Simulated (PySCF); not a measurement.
```xyz
19

B     3.0780    1.5894   -0.4077
N     1.9613    0.8095   -0.0769
B     0.6431    0.9162   -0.5675
C    -0.5071   -0.1165   -0.1389
C    -1.8035    0.6367    0.1962
C    -0.7802   -1.0324   -1.3462
C    -0.1467   -1.0009    1.0626
H     4.1432    1.3733    0.0295
H     2.1118    0.0537    0.5902
H     0.4039    1.7678   -1.3359
H    -1.6598    1.2772    1.0642
H    -2.6080   -0.0639    0.4180
H    -2.1121    1.2608   -0.6386
H    -1.0969   -0.4467   -2.2057
H     0.1168   -1.5837   -1.6227
H    -1.5645   -1.7504   -1.1093
H     0.7072   -1.6398    0.8401
H     0.0876   -0.3922    1.9349
H    -0.9838   -1.6489    1.3212
```

Geometry: GFN2-xTB.

Theory: UKS B3LYP, pcH-1 on B C H N, non-relativistic, mean-field spin-orbit, GIAO in PySCF 2.14.0, density-fitted response routines.

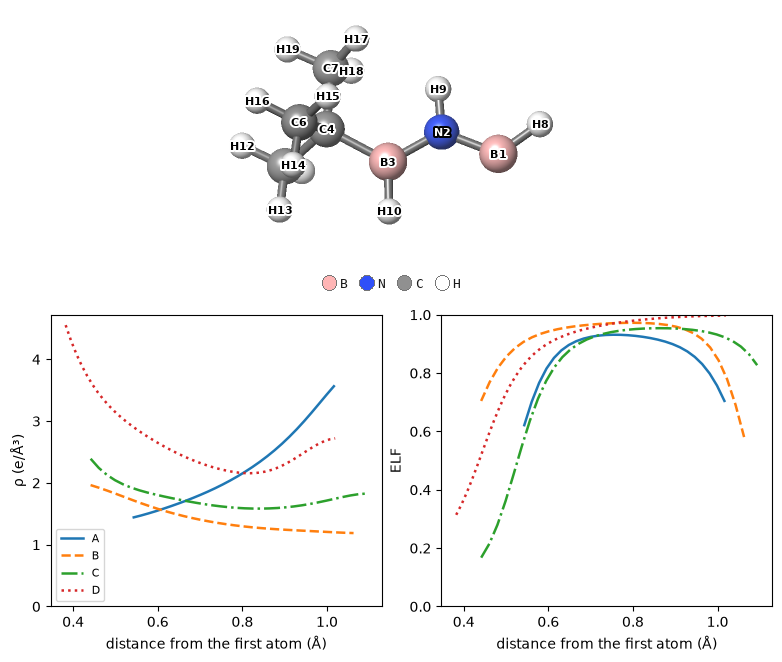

C₄H₁₂B₂N (doublet). Total electron density and electron localisation function along straight lines between neighbouring atoms. The curves leave out the atomic cores. The structure is drawn too.

### Which curve belongs to which contact (B–N, C–B, C–C and N–H)? The first atom named is at distance zero.

Curve A: B–N (1.40 Å): the density is about 1.8 e/Å³ at the midpoint; the ELF peaks at about 0.95 between the atoms, as expected for a short, strongly polar bond. Curve B: C–B (1.60 Å): the density is about 1.3 e/Å³ at the midpoint; the ELF peaks at about 1 between the atoms, as expected for a shared electron pair. Curve C: C–C (1.53 Å): the density is about 1.6 e/Å³ at the midpoint; the ELF peaks at about 0.95 between the atoms (localised, covalent bonding). Curve D: N–H (1.02 Å): ρ at the midpoint is about 3.1 e/Å³; the ELF climbs to about 1 towards the hydrogen, as it does in any bond to H; a covalent bond by its length.
